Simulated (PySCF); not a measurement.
# CH5AlN− (SMILES C=[N][AlH3-]): MP2/x2c-TZVPPall (sfX2C)

What is the vertical ionisation energy of CH5AlN− at MP2/x2c-TZVPPall (sfX2C)? The job is set up through a Python script.

The calculation is run with PySCF 2.14.0.

### 1 The molecule

CH5AlN− has 8 atoms, charge -1, and is taken as a singlet. SMILES: `C=[N][AlH3-]`. Geometry: a GFN2-xTB relaxation, a rough one for these elements and not checked as a minimum.

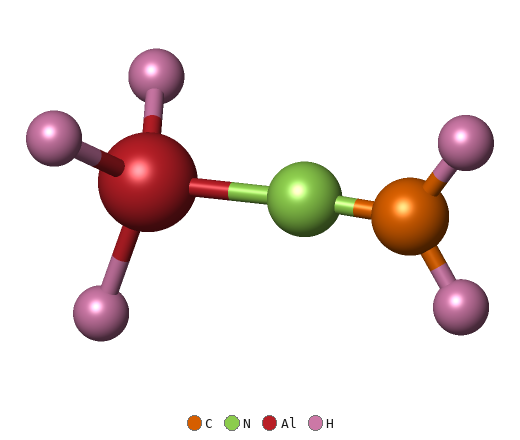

The structure, seen from a chosen angle (carbon orange, nitrogen green, aluminium red, hydrogen pink).

### 2 A single-point energy at MP2/x2c-TZVPPall (sfX2C)

The input, job.py:

```python
from pyscf import gto, mp

mol = gto.M(
    atom=[
    ('C', (-0.801790, 0.941220, -1.205740)),
    ('N', (-0.209220, 0.303130, -0.333330)),
    ('Al', (0.624430, -0.733290, 0.935160)),
    ('H', (-1.404700, 0.478220, -2.018860)),
    ('H', (-0.795360, 2.052650, -1.271550)),
    ('H', (0.009940, -0.330160, 2.376980)),
    ('H', (0.368550, -2.304300, 0.642130)),
    ('H', (2.208160, -0.407470, 0.875200)),
],
    verbose=4,
    charge=-1,
    spin=0,
    basis='x2c-tzvppall',
    max_memory=1860,
)

mf = mol.RHF()
mf = mf.sfx2c1e()
mf.conv_tol = 1e-10
mf.kernel()
if not mf.converged:
    mf = mf.newton().run(mf.mo_coeff, mf.mo_occ)

pt = mp.MP2(mf, frozen=7).run()
e_tot = pt.e_tot
print('Final energy', e_tot)
```

On the command line:

```console
$ OMP_NUM_THREADS=1 python job.py
```

The log of the run:

```text
PySCF version 2.14.0

[INPUT] num. atoms = 8
[INPUT] num. electrons = 32
[INPUT] charge = -1
[INPUT] spin (= nelec alpha-beta = 2S) = 0
[INPUT] symmetry False subgroup None
[INPUT] Mole.unit = angstrom
[INPUT] Symbol           X                Y                Z      unit          X                Y                Z       unit  Magmom
[INPUT]  1 C     -0.801790000000   0.941220000000  -1.205740000000 AA   -1.515163509415   1.778648022963  -2.278518377433 Bohr   0.0
[INPUT]  2 N     -0.209220000000   0.303130000000  -0.333330000000 AA   -0.395368499782   0.572832680139  -0.629902409101 Bohr   0.0
[INPUT]  3 Al     0.624430000000  -0.733290000000   0.935160000000 AA    1.180001683962  -1.385717269882   1.767196282648 Bohr   0.0
[INPUT]  4 H     -1.404700000000   0.478220000000  -2.018860000000 AA   -2.654498287177   0.903704827290  -3.815092483839 Bohr   0.0
[INPUT]  5 H     -0.795360000000   2.052650000000  -1.271550000000 AA   -1.503012570434   3.878946329588  -2.402881253691 Bohr   0.0
[INPUT]  6 H      0.009940000000  -0.330160000000   2.376980000000 AA    0.018783877678  -0.623911977286   4.491841203569 Bohr   0.0
[INPUT]  7 H      0.368550000000  -2.304300000000   0.642130000000 AA    0.696458563208  -4.354495908835   1.213449836367 Bohr   0.0
[INPUT]  8 H      2.208160000000  -0.407470000000   0.875200000000 AA    4.172817639220  -0.770006703977   1.653888304219 Bohr   0.0

nuclear repulsion = 91.305207637544
number of shells = 27
number of NR pGTOs = 235
number of NR cGTOs = 174
basis = x2c-tzvppall
ecp = {}

******** <class 'pyscf.x2c.sfx2c1e.sfX2C1eRHF'> ********
method = sfX2C1eRHF
initial guess = minao
damping factor = 0
level_shift factor = 0
DIIS = <class 'pyscf.scf.diis.CDIIS'>
diis_start_cycle = 1
diis_space = 8
diis_damp = 0
SCF conv_tol = 1e-10
SCF conv_tol_grad = None
SCF max_cycles = 50
direct_scf = True
direct_scf_tol = 1e-13

******** <class 'pyscf.x2c.sfx2c1e.SpinFreeX2CHelper'> ********
approx = 1e
xuncontract = 1
Set gradient conv threshold to 1e-05
Initial guess from minao.
init E= -337.516146896292
  HOMO = -0.204798154858658  LUMO = 0.0114226267052189  gap/eV = 5.88367
cycle= 1 E= -337.584816143675  delta_E= -0.0687  |g|= 0.489  |ddm|= 1.99
  HOMO = -0.0804650294925651  LUMO = 0.276748474803943  gap/eV = 9.72027
cycle= 2 E= -337.632121472255  delta_E= -0.0473  |g|= 0.377  |ddm|= 0.789
  HOMO = -0.144649683596668  LUMO = 0.284320185429553  gap/eV = 11.67286
cycle= 3 E= -337.662079836828  delta_E= -0.03  |g|= 0.0511  |ddm|= 0.332
  HOMO = -0.149349890283482  LUMO = 0.282414077565514  gap/eV = 11.74890
cycle= 4 E= -337.663674338138  delta_E= -0.00159  |g|= 0.0148  |ddm|= 0.0849
  HOMO = -0.151338671364933  LUMO = 0.282647316533725  gap/eV = 11.80936
cycle= 5 E= -337.663850384793  delta_E= -0.000176  |g|= 0.00833  |ddm|= 0.035
  HOMO = -0.151447059801143  LUMO = 0.282714758010707  gap/eV = 11.81414
cycle= 6 E= -337.663905476461  delta_E= -5.51e-05  |g|= 0.00352  |ddm|= 0.0216
  HOMO = -0.152496418177343  LUMO = 0.282534480501391  gap/eV = 11.83779
cycle= 7 E= -337.663914235024  delta_E= -8.76e-06  |g|= 0.000492  |ddm|= 0.0118
  HOMO = -0.152540314981231  LUMO = 0.282524156647051  gap/eV = 11.83871
cycle= 8 E= -337.663914425267  delta_E= -1.9e-07  |g|= 7.51e-05  |ddm|= 0.00129
  HOMO = -0.15255284626415  LUMO = 0.282520018481583  gap/eV = 11.83894
cycle= 9 E= -337.663914429497  delta_E= -4.23e-09  |g|= 1.91e-05  |ddm|= 0.000181
  HOMO = -0.152553051450553  LUMO = 0.282519839406632  gap/eV = 11.83894
cycle= 10 E= -337.663914429756  delta_E= -2.59e-10  |g|= 5.48e-06  |ddm|= 5.28e-05
  HOMO = -0.152553035460429  LUMO = 0.282519868050057  gap/eV = 11.83894
cycle= 11 E= -337.663914429777  delta_E= -2.14e-11  |g|= 1.1e-06  |ddm|= 1.79e-05
  HOMO = -0.152553068549231  LUMO = 0.282519854114351  gap/eV = 11.83894
Extra cycle  E= -337.663914429778  delta_E= -5.68e-13  |g|= 4.76e-07  |ddm|= 2.48e-06
converged SCF energy = -337.663914429778

******** <class 'pyscf.mp.mp2.RMP2'> ********
nocc = 9, nmo = 167
frozen orbitals 7
E(RMP2) = -338.140222063753  E_corr = -0.476307633975032
E(SCS-RMP2) = -338.150287646833  E_corr = -0.486373217055563
E_corr(same-spin) = -0.098303011978241
E_corr(oppo-spin) = -0.378004621996791
Final energy -338.1402220637526
```

It took 16 s on 1 thread of Arm Neoverse V1, shared host; peak memory 1.2 GiB.

### 3 Doublet neutral CH5AlN, same level

The input, input.py:

```python
from pyscf import gto, scf, mp

mol = gto.M(
    atom=[
    ('C', (-0.801790, 0.941220, -1.205740)),
    ('N', (-0.209220, 0.303130, -0.333330)),
    ('Al', (0.624430, -0.733290, 0.935160)),
    ('H', (-1.404700, 0.478220, -2.018860)),
    ('H', (-0.795360, 2.052650, -1.271550)),
    ('H', (0.009940, -0.330160, 2.376980)),
    ('H', (0.368550, -2.304300, 0.642130)),
    ('H', (2.208160, -0.407470, 0.875200)),
],
    basis='x2c-tzvppall',
    charge=0,
    spin=1,
    max_memory=1860,
    verbose=3,
)

mf = scf.UHF(mol)
mf = mf.sfx2c1e()
mf.conv_tol = 1e-10
mf.kernel()
if not mf.converged:
    mf = mf.newton().run(mf.mo_coeff, mf.mo_occ)

pt = mp.MP2(mf, frozen=7).run()
etot = pt.e_tot
print(f'total energy: {etot:.8f} hartree')
```

On the command line:

```console
$ OMP_NUM_THREADS=1 python input.py
```

The log of the run:

```text
converged SCF energy = -337.594966172169  <S^2> = 0.90451887  2S+1 = 2.1489708
E(UMP2) = -338.008148597571  E_corr = -0.41318242540254
E(SCS-UMP2) = -338.019275517103  E_corr = -0.424309344934544
total energy: -338.00814860 hartree
```

It took 57 s on 1 thread of Arm Neoverse V1, shared host; peak memory 1.8 GiB.

### 4 What came out

Level: MP2/x2c-TZVPPall (sfX2C), 7 core orbitals frozen.

| quantity | value |
| --- | --- |
| singlet CH5AlN−: total energy | -338.14022 Eh |
| singlet CH5AlN−: HOMO energy (Hartree–Fock orbitals) | -4.15 eV |
| singlet CH5AlN−: LUMO energy (Hartree–Fock orbitals) | 7.69 eV |
| singlet CH5AlN−: HOMO–LUMO gap (to an unbound level, set by the basis) | 11.84 eV |
| singlet CH5AlN−: correlation energy (7 core orbitals frozen) | -476.3 mEh |
| doublet neutral CH5AlN: total energy | -338.00815 Eh |
| doublet neutral CH5AlN: dipole moment (Hartree–Fock density) | 8.55 D |
| doublet neutral CH5AlN: HOMO energy (Hartree–Fock orbitals) (highest over α and β) | -9.98 eV |
| doublet neutral CH5AlN: LUMO energy (Hartree–Fock orbitals) (lowest over α and β) | 0.06 eV |
| doublet neutral CH5AlN: correlation energy (7 core orbitals frozen) | -413.2 mEh |
| doublet neutral CH5AlN: ⟨S²⟩ of the reference determinant | 0.905 |
| vertical detachment energy (to the doublet neutral) | 3.594 eV |

What this shows: Removing an electron at fixed nuclei costs 3.59 eV (83 kcal/mol). Mulliken charges (singlet CH5AlN−) of the mean-field density run from -0.42 on N2 to +0.40 on Al3; they depend strongly on the basis. ⟨S²⟩ (doublet neutral CH5AlN) is 0.90 where a pure doublet has 0.75: the reference is spin-contaminated.
